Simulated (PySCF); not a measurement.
**C2H5NOSi (SiH2Me(NCO)): density, localisation and related maps**

The calculation's input:

```
{"job": {"kind": "nmr", "xc": "PBE0", "basis": "pcSseg-1"}, "charge": 0, "multiplicity": 1}
Si     0.701967     0.019132     0.441552
H      0.751978     0.025377     1.932937
H      2.090638    -0.081604    -0.095754
C     -0.163098     1.540460    -0.206447
H      0.367603     2.449722     0.117910
H     -1.195389     1.590572     0.171880
H     -0.197266     1.534018    -1.306358
N     -0.159995    -1.395784    -0.051329
C     -0.747366    -2.393088    -0.351855
O     -1.324412    -3.365556    -0.648116
```

Launched as:

```sh
OMP_NUM_THREADS=1 python probes_run.py task.json out
```

Geometry: PBE0-D3(BJ)/def2-SVP.

Theory: PBE0/pcSseg-1, SCF density, gas phase, non-relativistic (PySCF).

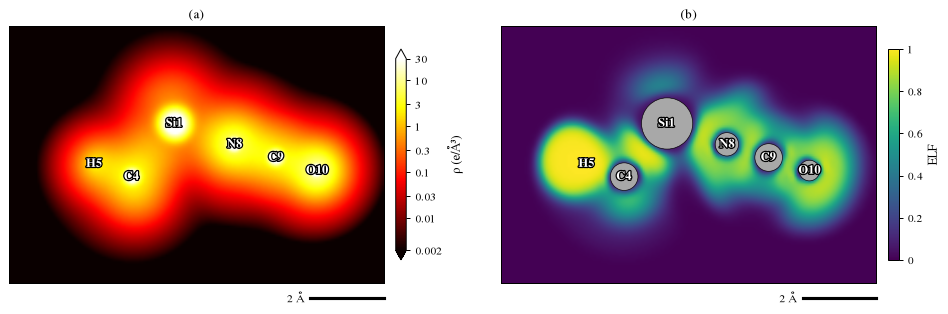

Figure 1. (a) electron density; (b) ELF on the plane of atoms C4, Si1 and N8. Grey discs cover the atomic cores in the ELF map.

Read the bonding off the picture.

Answer.
- The plane passes through Si, C, H, N and O nuclei.
- C–O (1.17 Å): ρ is about 3.5 e/Å³ halfway; the ELF peaks at about 0.85 between the atoms; a multiple bond.
- C–N (1.20 Å): ρ at the midpoint is about 3 e/Å³; the ELF peaks at about 0.85 between the atoms (a short, multiple covalent bond).
- Si–N (1.73 Å): ρ is about 0.97 e/Å³ halfway; the ELF peaks at about 0.90 between the atoms (a polar covalent bond).
- C–Si (1.87 Å): ρ at the midpoint is about 0.97 e/Å³; the ELF peaks at about 0.95 between the atoms, as expected for a covalent bond.
- C–H (1.10 Å): ρ is about 1.9 e/Å³ halfway; the ELF climbs to about 1 towards the hydrogen, as it does in any bond to H; an ordinary covalent bond to hydrogen.
- The ELF also peaks beside O10, away from the bonds: lone-pair regions.

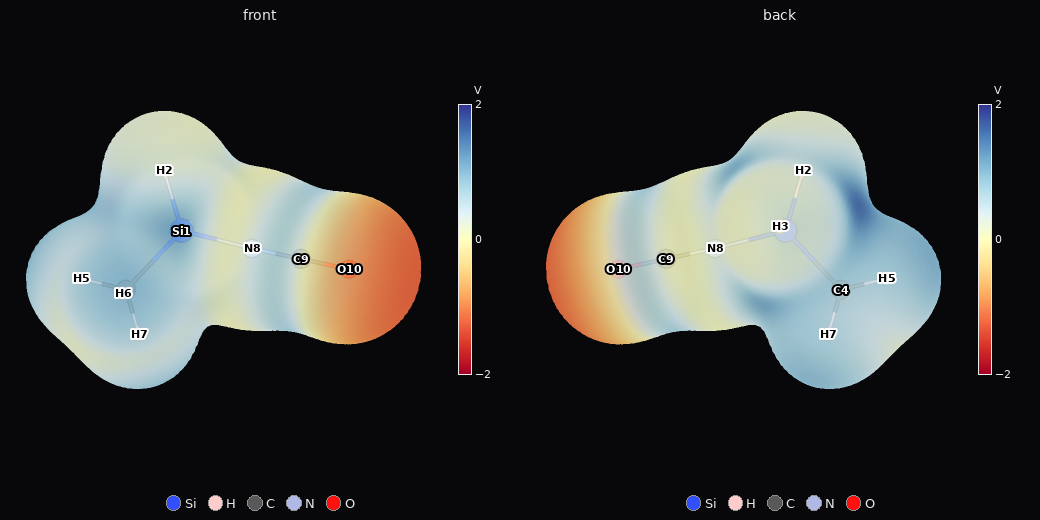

Figure 2. The electrostatic potential painted on the density surface at 0.002 e/bohr³, seen from the front and from behind; red is negative and blue positive.

Where is the surface potential most negative and most positive?

Answer. The most negative region (about −1.2 V) lies over O10, the most positive (about +1.6 V) over Si1. O10 is the likeliest acceptor of a hydrogen bond.

What dipole moment does the calculation give?

Answer. Its dipole moment is 2.74 D.
